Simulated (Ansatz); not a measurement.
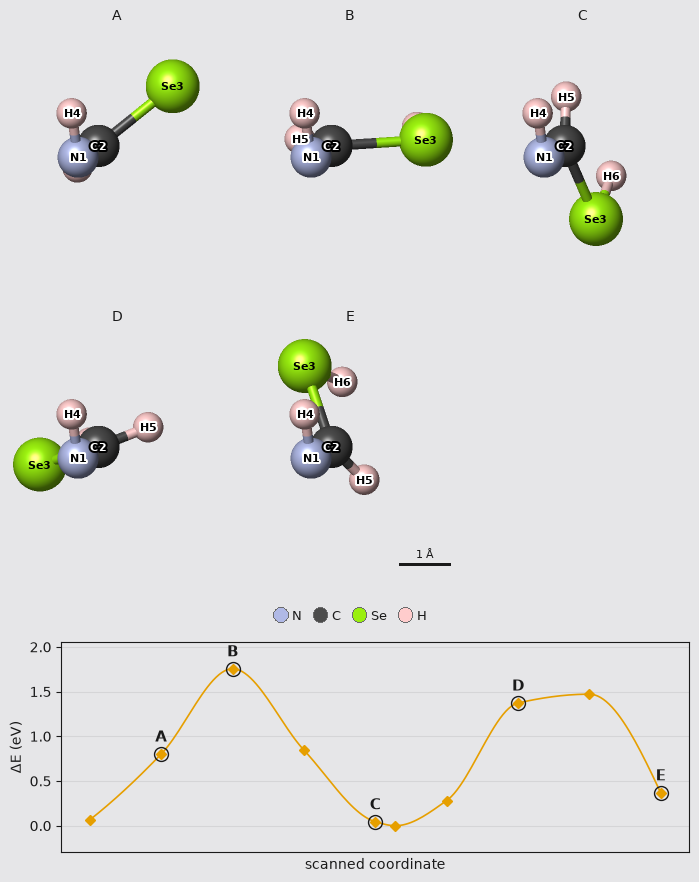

A scan of CH3NSe along one coordinate. The picture is a ball-and-stick view, seen almost along the central bond, with a slight tilt.

Computed with Ansatz: CCSD(T), basis def2-TZVPP, on geometries moved rigidly from the minimum at PBE0-D4/def2-TZVP. Coupled cluster with a frozen core. Energies are counted from the PBE0-D4/def2-TZVP minimum geometry at the same level.

Q: What is being scanned?

A: The H4–N1–C2–Se3 dihedral angle is varied, with the rest of the molecule carried along rigidly. In the frames the dihedral is 48.7° (A), 88.7° (B), 168.7° (C), 248.7° (D), 328.7° (E). The lowest computed point lies at the dihedral 180.0° (0.000 eV). Local maxima lie at 88.7° (1.756 eV), 288.7° (1.472 eV). The highest point, at 88.7°, lies 1.756 eV above the lowest and gives an upper estimate of the barrier to rotation, since the rotor is rigid. At 48.7° to 328.7° the mean-field solution behind CCSD(T) isn't stable (a lower one of broken symmetry exists), so those energies are less reliable.
